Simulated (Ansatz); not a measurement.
**Single-point calculation of BH5S**

System: BH5S.
Method: RKS PBE0-D4/def2-TZVPP (Ansatz 0.2.0).

The geometry is a transition state. The reaction was set up to form B1–H6 and S2–H5 and to break B1–S2 and H5–H6 (atoms counted from 1 in the order of the input); sticks are drawn by distance alone. The geometry comes from this level: PBE0-D4/def2-TZVP.

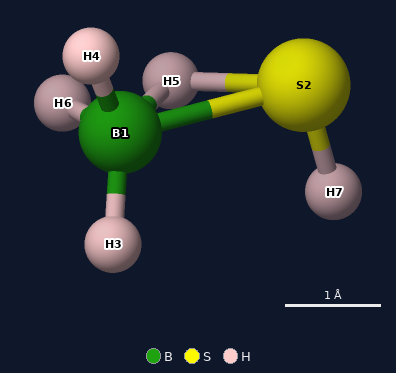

Figure 1. The structure as given in the input (ball-and-stick view, seen at a tilt; atoms are numbered from 1 in the order of the input). Bond lengths as drawn: B–H 1.19 to 1.40 Å, B–S 2.05 Å and H–S 1.34 to 1.57 Å.

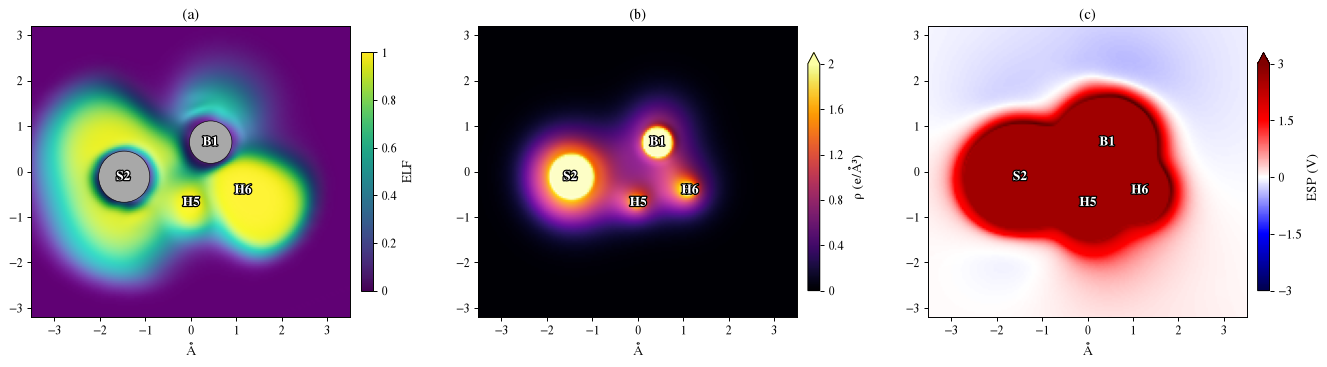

Figure 2. (a) electron localisation function; (b) total electron density; (c) electrostatic potential on the plane of atoms H5, B1 and H6. Grey discs, where drawn, cover atomic cores. The section cuts through B, S and H sites. B–S (2.05 Å): ρ at the midpoint is about 0.77 e/Å³, with its minimum of 0.61 e/Å³ about 0.6 Å from B; the ELF peaks at about 0.85 between the atoms, which marks localised, shared-pair bonding.

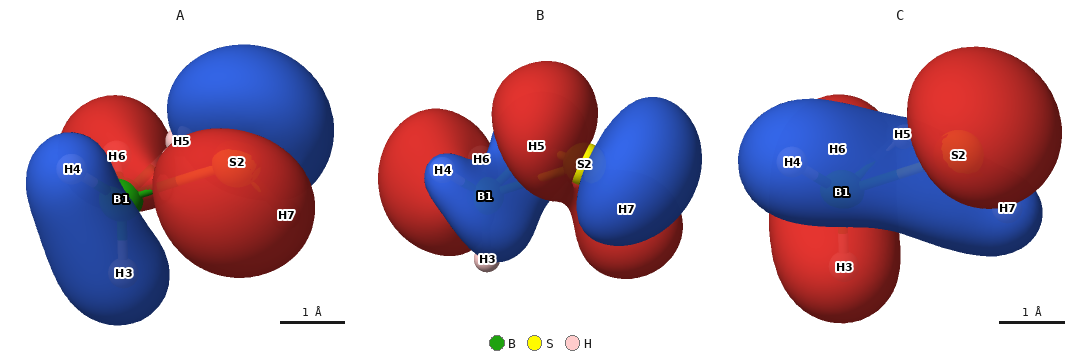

Figure 3. Three frontier orbitals at ±0.08 Å⁻³ᐟ² (blue and red are the two phases). C is the HOMO−1 (−9.21 eV). It lies mainly on S2 (45 %), B1 (25 %), H3 (10 %), H4 (10 %) and H6 (10 %). A is the HOMO (−7.81 eV). B is the LUMO (0.01 eV). Its weight (Hirshfeld) is mainly on S2 (50 %), B1 (15 %), H7 (10 %), H6 (10 %) and H5 (10 %). The HOMO–LUMO gap is 7.82 eV between the orbital energies.

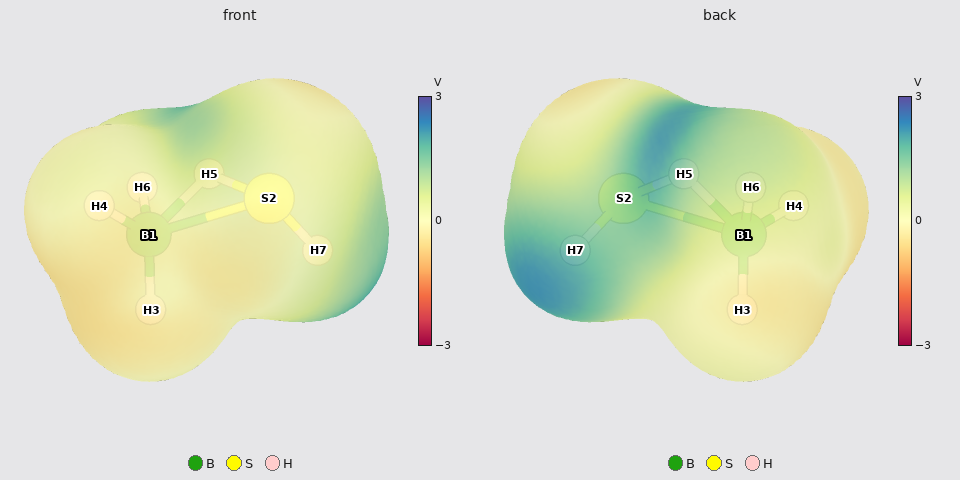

Figure 4. The molecular electrostatic potential painted on the density surface at 0.004 e/bohr³, seen face on and from behind; red is negative and blue positive.

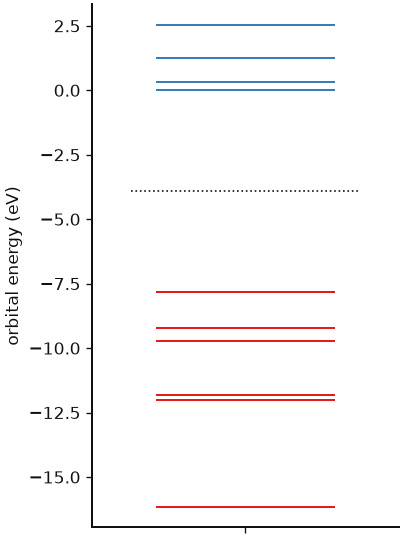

Figure 5. Orbital energies near the frontier; the dotted line parts filled from empty levels, and levels within 0.02 eV of each other stand side by side. Highest filled −7.81 eV, lowest empty 0.01 eV, 7.82 eV apart.

The input and output of the run follow.

The input
```yaml
crystal:
  periodic: [false, false, false]
  atoms:
    - {symbol: B, position_ang: [-0.178113, -0.608341, -0.219281]}
    - {symbol: S, position_ang: [0.976897, 1.081584, -0.195475]}
    - {symbol: H, position_ang: [-1.201140, -0.381145, -0.784931]}
    - {symbol: H, position_ang: [0.585002, -1.464624, -0.547785]}
    - {symbol: H, position_ang: [0.255128, 0.172415, 0.858517]}
    - {symbol: H, position_ang: [-0.414968, -0.775549, 1.013176]}
    - {symbol: H, position_ang: [-0.022906, 1.975760, -0.124221]}
basis:
  gaussian: {orbitals: def2-TZVPP}
hamiltonian: {xc: pbe0, dispersion: d4}
output: {orbitals: {seedname: orbitals}}
```

Launched with:
```bash
ansatz run in.yaml --threads 2 --pin off --events-out ev --progress --plain --max-ram 4352MiB
```

The program's output
```
Functional definition: PBE0
  name "PBE0"
  cite "Adamo & Barone, J. Chem. Phys. 110, 6158 (1999) doi:10.1063/1.478522"
  cite "Perdew, Burke & Ernzerhof, Phys. Rev. Lett. 77, 3865 (1996) doi:10.1103/PhysRevLett.77.3865"
  parent pbe
  parameter a = 0.25
  parameter kappa = 0.804
  parameter beta = 0.06672455060314922
  exchange = (1 - a)*pbe_x(kappa = kappa, mu = beta*pi^2/3) + a*exact_x
  correlation = pbe_c(beta = beta)
779 factors; their error is unknown
mean field evaluation 1: about -11585.0022 eV, gradient 2.8e1 eV
mean field evaluation 2: about -11584.6942 eV, gradient 3.0e1 eV
mean field evaluation 4: about -11587.5250 eV, gradient 1.1e0 eV
mean field evaluation 8: about -11587.5330 eV, gradient 3.2e-2 eV
mean field -11587.53297559 eV, -425.8339825408 hartree, gradient 4.1e-5 eV, S^2 0.000000; 0 other end points of the search recorded, 0 dependent functions left out
reference -11587.53300204 eV, -425.8339835131 hartree; 13, 13 occupied and 130, 130 virtual orbitals, 779 factors
Total energy: -11587.60571766 eV, -425.8366557628 hartree
```

Results in brief

- outcome: converged
- total energy: −11587.6057 eV
- mean-field energy: −11587.5330 eV
- dispersion energy: −0.0727 eV
- SCF solution under orbital rotations: stable
- HOMO: −7.81 eV
- LUMO: 0.01 eV
- hardware: 2 threads of Arm Neoverse V1, 23 GiB of memory available, shared host
- wall time: 1.3 s (CPU time 2.4 s)
- peak memory: 0.2 GiB
